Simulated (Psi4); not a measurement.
# SiHBrF (SMILES F[SiH]Br) at UM06-2X/cc-pVQZ (density fitting, sweep point 3)

Aim: the vertical ionisation energy of SiHBrF at UM06-2X/cc-pVQZ (density fitting, sweep point 3), from 2 runs. 

The calculation is run with Psi4 1.11.

## 1. The structure to begin with

The species is SiHBrF (4 atoms), meant as a doublet with charge 0. SMILES: `F[SiH]Br`. The shape is that of a PBE0-D4/def2-TZVP optimisation.

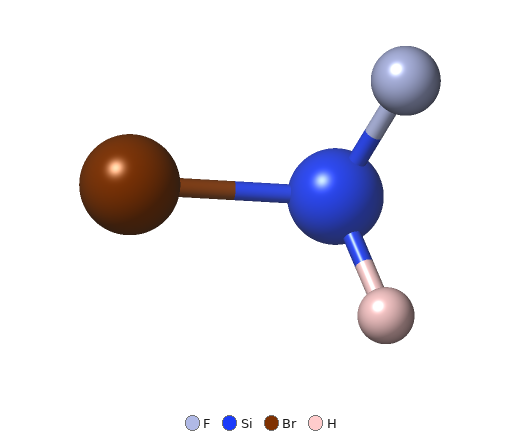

Viewed from a chosen angle; fluorine light blue, silicon blue, bromine brown, hydrogen pink.

## 2. The energy at UM06-2X/cc-pVQZ (density fitting, sweep point 3)

Input file job.inp:

```
memory 1600 MB

molecule m {
  0 2
  F     -2.03617990    -0.53932784     2.03769168
  Si    -0.54764263    -0.48131324    -0.58543715
  Br     3.50015073    -1.21641671     0.13927282
  H     -0.81144840     2.12291833    -1.62988878
  units au
  symmetry c1
}

set globals {
  basis                cc-pVQZ
  reference            uks
  puream               true
  scf_type             df
  dft_radial_points    99
  dft_spherical_points 590
  maxiter              150
}

energy("m06-2x")
```

The run is started by

```
psi4 -n 1 job.inp job.out
```

job.out:

```text
[...]
  Running in c1 symmetry.
[...]
  Nuclear repulsion =  225.521655825685940
[...]
  Multiplicity = 2
[...]
  Nalpha       = 30
  Nbeta        = 29
[...]
    Number of basis functions: 212
[...]
   @DF-UKS iter   1: -2963.94205969043469   -1.64632e+00   6.81820e-03 ADIIS/DIIS
[...]
   @DF-UKS iter   9: -2964.24930957678589   -1.18962e-07   3.40170e-07 DIIS
[...]
   @S^2 Observed:                7.526342837E-01
[...]
    Orbital Energies [Eh]
    ---------------------
    Alpha Occupied:
       1A   -485.385081     2A    -67.128711     3A    -63.368178
       4A    -57.189245     5A    -57.187909     6A    -57.187727
       7A    -25.250795     8A     -9.035152     9A     -6.856108
      10A     -6.851137    11A     -6.850660    12A     -5.638972
      13A     -3.952725    14A     -3.949105    15A     -3.947553
      16A     -2.890125    17A     -2.888333    18A     -2.888028
      19A     -2.883498    20A     -2.883495    21A     -1.353220
      22A     -0.880905    23A     -0.657661    24A     -0.568343
      25A     -0.562191    26A     -0.533263    27A     -0.436836
      28A     -0.389166    29A     -0.377627    30A     -0.287170
    Alpha Virtual:
[...]
  @DF-UKS Final Energy: -2964.24930957678589
   => Energetics <=
    Nuclear Repulsion Energy =            225.5216558256859400
    One-Electron Energy =               -4573.3545120885210054
    Two-Electron Energy =                1441.6999806254252690
    DFT Exchange-Correlation Energy =     -58.1164339393761864
    Empirical Dispersion Energy =           0.0000000000000000
    VV10 Nonlocal Energy =                  0.0000000000000000
    Total Energy =                      -2964.2493095767858904
[...]
 Multipole Moments:
 ------------------------------------------------------------------------------------
     Multipole            Electronic (a.u.)      Nuclear  (a.u.)        Total (a.u.)
 ------------------------------------------------------------------------------------
 L = 1.  Multiply by 2.5417464519 to convert [e a0] to [Debye]
 Dipole X            :          7.0658762           -7.2350292           -0.1691530
 Dipole Y            :         -2.5192354            2.6175702            0.0983349
 Dipole Z            :          0.8429928           -1.3423917           -0.4993990
 Magnitude           :                                                    0.5363598
[...]
```

Run time: 67 s. Hardware: 1 thread of Intel Xeon Platinum 8488C (Sapphire Rapids), shared host; peak memory 1.7 GiB.

## 3. The singlet cation

Input file job.dat:

```
memory 1600 MB

molecule mol {
  1 1
  F     -2.03617990    -0.53932784     2.03769168
  Si    -0.54764263    -0.48131324    -0.58543715
  Br     3.50015073    -1.21641671     0.13927282
  H     -0.81144840     2.12291833    -1.62988878
  units au
  symmetry c1
}

set globals {
  basis cc-pVQZ
  puream true
  scf_type df
  dft_radial_points 99
  dft_spherical_points 590
}

energy('m06-2x')
```

The run is started by

```
psi4 job.dat job.out -n 1
```

job.out:

```text
[...]
  Running in c1 symmetry.
[...]
  Nuclear repulsion =  225.521655825685940
[...]
  Multiplicity = 1
[...]
  Nalpha       = 29
  Nbeta        = 29
[...]
    Number of basis functions: 212
[...]
   @DF-RKS iter   1: -2963.57787958675681   -1.28214e+00   6.79149e-03 ADIIS/DIIS
[...]
   @DF-RKS iter  10: -2963.91019738497107   -7.82734e-08   2.10824e-07 DIIS
[...]
    Orbital Energies [Eh]
    ---------------------
    Doubly Occupied:
       1A   -485.634711     2A    -67.434498     3A    -63.616515
       4A    -57.438010     5A    -57.436159     6A    -57.435673
       7A    -25.494909     8A     -9.282795     9A     -7.105015
      10A     -7.098224    11A     -7.096387    12A     -5.939129
      13A     -4.252804    14A     -4.248363    15A     -4.247180
      16A     -3.139146    17A     -3.137333    18A     -3.135497
      19A     -3.129151    20A     -3.129069    21A     -1.586691
      22A     -1.113696    23A     -0.890513    24A     -0.797505
      25A     -0.788736    26A     -0.768698    27A     -0.667791
      28A     -0.610499    29A     -0.602290
[...]
  @DF-RKS Final Energy: -2963.91019738497107
   => Energetics <=
    Nuclear Repulsion Energy =            225.5216558256859400
    One-Electron Energy =               -4558.4094252538416185
    Two-Electron Energy =                1426.9301138425128102
    DFT Exchange-Correlation Energy =     -57.9525417993282232
    Empirical Dispersion Energy =           0.0000000000000000
    VV10 Nonlocal Energy =                  0.0000000000000000
    Total Energy =                      -2963.9101973849710703
[...]
 Multipole Moments:
 ------------------------------------------------------------------------------------
     Multipole            Electronic (a.u.)      Nuclear  (a.u.)        Total (a.u.)
 ------------------------------------------------------------------------------------
 L = 1.  Multiply by 2.5417464519 to convert [e a0] to [Debye]
 Dipole X            :          5.8066582           -7.2350292           -1.4283710
 Dipole Y            :         -2.3456691            2.6175702            0.2719011
 Dipole Z            :          0.0183322           -1.3423917           -1.3240595
 Magnitude           :                                                    1.9665471
[...]
```

It took 47 s on 1 thread of Intel Xeon Platinum 8488C (Sapphire Rapids), shared host; peak memory 1.7 GiB.

## 4. Outcome

At UM06-2X/cc-pVQZ (density fitting, sweep point 3):

| quantity | value |
| --- | --- |
| doublet SiHBrF: total energy | -2964.24931 Eh |
| doublet SiHBrF: dipole moment | 1.36 D |
| doublet SiHBrF: HOMO energy (highest over α and β) | -7.81 eV |
| doublet SiHBrF: LUMO energy (lowest over α and β) | -2.77 eV |
| doublet SiHBrF: ⟨S²⟩ | 0.753 |
| singlet cation: total energy | -2963.91020 Eh |
| singlet cation: HOMO energy | -16.39 eV |
| singlet cation: LUMO energy | -10.46 eV |
| singlet cation: HOMO–LUMO gap | 5.93 eV |
| vertical ionisation energy (to the singlet cation) | 9.228 eV |

What this shows: The vertical ionisation energy comes to 9.23 eV (213 kcal/mol). Only the singlet of the ionised species was computed; a triplet could lie lower.
